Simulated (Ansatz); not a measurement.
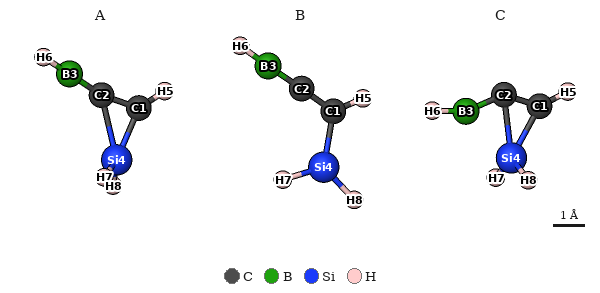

3 geometries from a converged minimum-energy path of C$_{2}$H$_{4}$BSi (charge +1), shuffled. Style: ball-and-stick. Shown at a tilt.

Level of theory: RKS PBE-D4/cc-pVDZ (Ansatz). Settings: 7 movable images; climbing image; force threshold 0.05 eV/Å; iteration limit 60; starting path by image-dependent pair potential.

**Which frame is the transition state?**

B. In order along the path, whose images run from 0 to 8: C (image 0, 0.0 kcal/mol), B (image 4, +28.3 kcal/mol), A (image 6, +15.8 kcal/mol). The motion is an edge inversion through a T-shaped arrangement: the angle C1–C2–B3 opens from 142° to 178° on the way. No bond forms or breaks between the ends. Bond angles that change up to the highest image, for instance: C2–C1–Si4 76.4° → 113.3°, C1–C2–B3 141.7° → 178.5°.

Cost: 2.3 min on 1 thread of Intel(R) Xeon(R) Platinum 8488C (Sapphire Rapids) (shared host), peak memory 0.13 GiB.
